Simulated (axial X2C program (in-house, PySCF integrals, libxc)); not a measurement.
# GaS⁺: bond curves with and without spin–orbit coupling, part 2 of 2

Computed with an in-house X2C program for linear molecules on PySCF integrals; all-electron X2C, Ga dyall-cv3z, S dyall-av3z. Earlier steps stand in the parts before.

## Step 8: The spin-free curves together

Energy (eV) of the followed determinant, spin-free, from each level's lowest point:

| R (Å) | PBE0 | HF | MP2 | CCSD | CCSD(T) | r2SCAN0 |
| --- | --- | --- | --- | --- | --- | --- |
| 2.015 | 0.375 | 0.590 | 0.368 | n/a | n/a | 0.313 |
| 2.108 | 0.130 | 0.329 | 0.111 | 0.200 | 0.184 | 0.093 |
| 2.177 | 0.040 | 0.226 | 0.025 | 0.087 | 0.072 | 0.021 |
| 2.247 | 0.003 | 0.168 | 0.000 | 0.028 | 0.017 | 0.000 |
| 2.316 | 0.000 | 0.133 | 0.010 | 0.004 | 0.000 | 0.012 |
| 2.397 | 0.023 | 0.105 | 0.040 | 0.000 | 0.007 | 0.049 |
| 2.478 | 0.060 | 0.082 | 0.071 | 0.009 | 0.027 | 0.096 |
| 2.582 | 0.115 | 0.056 | 0.104 | 0.026 | 0.057 | 0.160 |
| 2.710 | 0.180 | 0.030 | 0.132 | n/a | n/a | 0.232 |
| 2.895 | 0.261 | 0.000 | 0.161 | n/a | n/a | 0.317 |

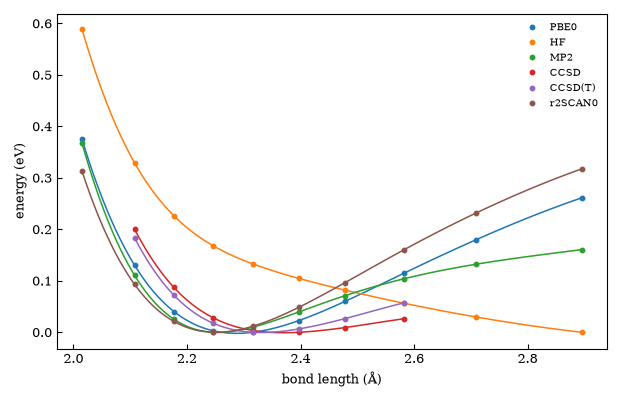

Curves of the followed state, spin-free, each from its own lowest point.

## Step 9: PBE0, 2c

State followed: Ω = 2 (excess of +ω over −ω: ω = 1/2, ω = 3/2). The scan is laid around 2.316 Å, a first estimate of the minimum, and this SCF restarts from the orbitals of the search.

Output at 2.316 Å:

```text
two-component X2C + atomic mean field  PBE0
basis functions 170  fitting functions 942  grid points 5080
iter        total energy     max residual
   1      -2341.844947113     7.47e-06
   2      -2341.844947123     4.34e-06
   3      -2341.844947125     3.40e-06
   4      -2341.844947127     1.31e-06
   5      -2341.844947128     4.69e-07
converged
one-electron -3471.86553408  Coulomb 1118.61976435  exact exchange -24.82575221  xc functional -76.39842284  nuclear repulsion 113.32983446  atomic mean-field constant -0.70483681
```

Along the bond, energies from the lowest point:

| R (Å) | E (eV) | μ (D) | HOMO (eV) | LUMO (eV) | iterations |
| --- | --- | --- | --- | --- | --- |
| 2.015 | 0.3753 | -0.95 | -14.28 | -11.80 | 11 |
| 2.108 | 0.1304 | -1.10 | -14.10 | -11.53 | 11 |
| 2.177 | 0.0403 | -1.19 | -13.91 | -11.34 | 11 |
| 2.247 | 0.0028 | -1.27 | -13.73 | -11.17 | 11 |
| 2.316 | 0.0000 | -1.34 | -13.58 | -11.02 | 5 |
| 2.397 | 0.0228 | -1.41 | -13.41 | -10.99 | 12 |
| 2.478 | 0.0599 | -1.49 | -13.25 | -10.94 | 11 |
| 2.582 | 0.1148 | -1.61 | -13.06 | -10.83 | 12 |
| 2.710 | 0.1800 | -1.80 | -12.83 | -10.66 | 12 |
| 2.895 | 0.2611 | -2.17 | -12.51 | -10.35 | 11 |

Dipoles are positive if S is the positive end and refer to the centre of mass.

Outer spinors at the reference distance:

```csv
ω,occupied,ε (eV),atomic character,λ mixture
-3/2,yes,-30.67,100% Ga d,"88% δ, 12% π"
1/2,yes,-30.66,98% Ga d,"62% σ, 38% π"
3/2,yes,-30.64,100% Ga d,"80% δ, 20% π"
-1/2,yes,-30.62,99% Ga d,"63% π, 37% σ"
5/2,yes,-30.26,100% Ga d,100% δ
1/2,yes,-30.23,99% Ga d,"62% π, 38% σ"
3/2,yes,-30.21,100% Ga d,"80% π, 20% δ"
-5/2,yes,-30.20,100% Ga d,100% δ
-1/2,yes,-30.19,99% Ga d,"63% σ, 37% π"
-3/2,yes,-30.15,100% Ga d,"88% π, 12% δ"
1/2,yes,-26.69,"79% S s, 7% Ga d, 7% Ga p",100% σ
-1/2,yes,-24.60,"78% S s, 8% Ga p, 6% Ga d",100% σ
1/2,yes,-18.25,"45% S p, 44% Ga s, 6% S s",100% σ
-1/2,yes,-16.97,"50% Ga s, 35% S p, 8% S s",100% σ
-1/2,yes,-14.93,"90% S p, 5% Ga p, 4% Ga d",100% π
3/2,yes,-14.88,"90% S p, 5% Ga p, 4% Ga d",100% π
1/2,yes,-14.44,"39% S p, 28% Ga s, 26% Ga p",100% σ
1/2,yes,-13.58,"88% S p, 7% Ga p, 4% Ga d",100% π
-1/2,no,-11.02,"44% S p, 28% Ga p, 21% Ga s",100% σ
-3/2,no,-11.00,"84% S p, 11% Ga p, 4% Ga d",100% π
-1/2,no,-7.89,"79% Ga p, 11% S d, 6% S p",100% π
3/2,no,-7.79,"79% Ga p, 11% S d, 6% S p",100% π
```

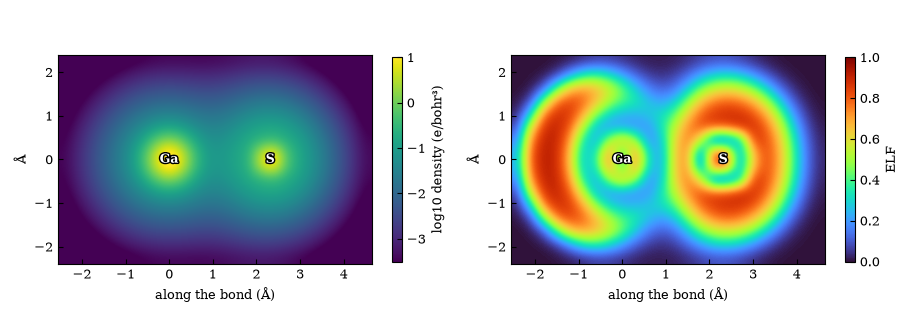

PBE0 fields in a plane through the axis, from a grid of 0.3 Å; Ga lies at z = 0 and S at z = 2.316 Å; the ELF is damped to zero where the density is low.

Re = 2.287 Å, ωe = 258.0 cm⁻¹, ωexe = 4.91 cm⁻¹, Be = 0.1475 cm⁻¹, De = 0.473 eV, μ = -1.31 D.

## Step 10: HF, 2c

Output at 2.316 Å:

```text
two-component X2C + atomic mean field  HF
basis functions 170  fitting functions 942  grid points 5080
iter        total energy     max residual
   1      -2339.923780924     1.36e-01
   2      -2339.950774608     9.69e-03
   3      -2339.952084557     8.09e-03
   4      -2339.952691051     1.80e-03
   5      -2339.952842034     8.84e-04
   6      -2339.952886531     2.49e-04
   7      -2339.952891152     1.37e-04
   8      -2339.952892282     8.76e-05
   9      -2339.952893050     4.64e-05
  10      -2339.952893351     8.59e-06
  11      -2339.952893371     5.79e-06
  12      -2339.952893377     4.12e-06
  13      -2339.952893381     2.51e-06
  14      -2339.952893382     1.40e-06
converged
one-electron -3472.32693452  Coulomb 1119.20885603  exact exchange -99.45981255  xc functional 0.00000000  nuclear repulsion 113.32983446  atomic mean-field constant -0.70483681
```

No constants are quoted: the lowest point is the long end of the scan.

## Step 11: r2SCAN0, 2c

The SCF at the reference distance of 2.316 Å:

```text
two-component X2C + atomic mean field  r2SCAN0
basis functions 170  fitting functions 942  grid points 5080
iter        total energy     max residual
   1      -2342.130686858     3.31e-02
   2      -2342.132731208     4.10e-03
   3      -2342.132628555     5.78e-03
   4      -2342.132909739     2.96e-04
   5      -2342.132915867     1.46e-04
   6      -2342.132917466     1.26e-04
   7      -2342.132917827     4.93e-05
   8      -2342.132917894     9.05e-06
   9      -2342.132917898     5.22e-06
  10      -2342.132917899     1.44e-06
converged
one-electron -3472.10153156  Coulomb 1118.89335307  exact exchange -24.83745345  xc functional -76.71228362  nuclear repulsion 113.32983446  atomic mean-field constant -0.70483681
```

Re = 2.251 Å, ωe = 283.9 cm⁻¹, ωexe = 5.27 cm⁻¹, Be = 0.1524 cm⁻¹, De = 0.414 eV, μ = -1.36 D.

## Step 12: MP2 and beyond, 2c

Correlated methods: 8 electrons correlated (frozen shells, counted by type: Ga 3 s, 2 p, 1 d; S 2 s, 1 p), 260 virtual spinors in MP2, 90 natural virtuals in coupled cluster.

Output of the correlated part at 2.316 Å:

```text
correlated 8  virtual 260  natural virtual 90  E(MP2) -0.169634936  MP2 remainder -0.003258404
iter   CCSD correlation   residual
   1     -0.186577077   1.15e-01
   2     -0.194522509   4.91e-02
   3     -0.195526239   1.75e-02
   4     -0.195750859   8.06e-03
   5     -0.195798500   2.98e-03
   6     -0.195806302   1.31e-03
   7     -0.195817375   6.02e-04
   8     -0.195814442   2.20e-04
   9     -0.195813638   8.26e-05
  10     -0.195814005   3.86e-05
  11     -0.195814281   2.17e-05
  12     -0.195814425   1.25e-05
  13     -0.195814416   8.16e-06
(T) -0.008833696  T1 0.0296  D1 0.0478  max T2 0.092
```

MP2: Re = 2.255 Å, ωe = 284.2 cm⁻¹, Be = 0.1518 cm⁻¹, De = 0.317 eV.

CCSD: Re = 2.371 Å, ωe = 175.6 cm⁻¹, Be = 0.1373 cm⁻¹, De = 0.221 eV. T1 at Re = 0.021 (Lee–Taylor, the printed value over √2).

CCSD(T): Re = 2.332 Å, ωe = 220.2 cm⁻¹, ωexe = 8.4 cm⁻¹, Be = 0.142 cm⁻¹, De = 0.315 eV. T1 at Re = 0.021 (Lee–Taylor, the printed value over √2).

## Step 13: A higher determinant, 2c

State: Ω = 1 (excess of +ω over −ω: ω = -1/2, ω = 3/2).

Output at the reference distance:

```text
two-component X2C + atomic mean field  PBE0
basis functions 170  fitting functions 942  grid points 5080
iter        total energy     max residual
   1      -2341.837387658     3.40e-06
   2      -2341.837387659     2.42e-06
converged
one-electron -3471.79109185  Coulomb 1118.54525823  exact exchange -24.82333276  xc functional -76.39321894  nuclear repulsion 113.32983446  atomic mean-field constant -0.70483681
```

| R (Å) | E above the lowest PBE0 point (eV) |
| --- | --- |
| 2.015 | 0.511 |
| 2.108 | 0.283 |
| 2.177 | 0.209 |
| 2.247 | 0.189 |
| 2.316 | 0.206 |
| 2.397 | 0.251 |
| 2.478 | 0.324 |
| 2.582 | 0.400 |
| 2.710 | 0.491 |

No constants are quoted: the points don't follow one smooth fit.

## Step 14: The 2c curves together

Energy (eV) of the followed determinant, 2c, from each level's lowest point:

| R (Å) | PBE0 | HF | MP2 | CCSD | CCSD(T) | r2SCAN0 |
| --- | --- | --- | --- | --- | --- | --- |
| 2.015 | 0.375 | 0.591 | 0.368 | n/a | n/a | 0.313 |
| 2.108 | 0.130 | 0.330 | 0.111 | 0.201 | 0.184 | 0.093 |
| 2.177 | 0.040 | 0.227 | 0.025 | 0.088 | 0.072 | 0.021 |
| 2.247 | 0.003 | 0.169 | 0.000 | 0.028 | 0.018 | 0.000 |
| 2.316 | 0.000 | 0.133 | 0.010 | 0.004 | 0.000 | 0.012 |
| 2.397 | 0.023 | 0.105 | 0.039 | 0.000 | 0.006 | 0.049 |
| 2.478 | 0.060 | 0.082 | 0.071 | 0.009 | 0.026 | 0.096 |
| 2.582 | 0.115 | 0.057 | 0.104 | 0.026 | 0.057 | 0.160 |
| 2.710 | 0.180 | 0.030 | 0.132 | n/a | n/a | 0.232 |
| 2.895 | 0.261 | 0.000 | 0.160 | n/a | n/a | 0.318 |

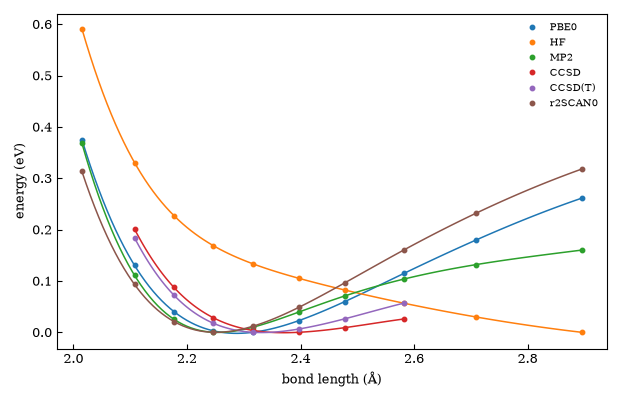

Curves of the followed state, 2c, each from its own lowest point.

Time for the job: 2 min (1 thread, shared host).

## Step 15: Constants

The summary covers parts 1 to 2.

Lowest determinant that the search found at its distance, spin-free: M_S = 1, Λ = 1 (beyond closed shells: σα, π+α, π+β, π-α).

Lowest determinant that the search found at its distance, 2c: Ω = 2 (excess of +ω over −ω: ω = 1/2, ω = 3/2).

```csv
Hamiltonian,level,Re (Å),ωe (cm⁻¹),De (eV),μ (D)
spin-free,PBE0,2.287,258.0,0.448,-1.32
spin-free,MP2,2.254,284.4,0.317,n/a
spin-free,CCSD,2.370,176.2,0.211,n/a
spin-free,CCSD(T),2.331,220.5,0.314,n/a
spin-free,r2SCAN0,2.251,283.9,0.389,-1.36
2c,PBE0,2.287,258.0,0.473,-1.31
2c,MP2,2.255,284.2,0.317,n/a
2c,CCSD,2.371,175.6,0.221,n/a
2c,CCSD(T),2.332,220.2,0.315,n/a
2c,r2SCAN0,2.251,283.9,0.414,-1.36
```

Dipoles are positive if S is the positive end and refer to the centre of mass. No constants: spin-free HF (the lowest point is the long end of the scan); 2c HF (the lowest point is the long end of the scan).

Time per point (s) on 1 thread, shared host (2c runs; CCSD comes with the CCSD(T) run); the times are rough: PBE0 0.49, MP2 0.44, CCSD(T) 2.9, r2SCAN0 0.9.

**Reading.** At CCSD(T), going from spin-free to two-component changes Re by 0 mÅ, ωe by -0.2 %; the spin-free picture holds up (part of it comes from the scalar share of the two-electron terms). De moves by 0.00 eV; both De rest on single-determinant atoms, which can miss part of an open shell's spin–orbit lowering.

De refers to Ga+ + S, each in the lowest determinant found, which need not be this curve's own limit. The state is a single determinant with fixed occupations, the lowest that a limited PBE0 search found. De is counted from the lowest determinant-based energies of the atoms at the same level, without counterpoise correction. Density functionals use the spin component along the axis (collinear). CCSD and (T) use frozen natural virtuals with an MP2 correction for the truncation. The meta-GGAs lack a current-density term, which matters for open shells with orbital currents, atoms included. With several unpaired electrons one determinant need not be a pure state. With the outer-core shells frozen, correlated bond lengths of heavy atoms tend to come out a few hundredths of an ångström too long.
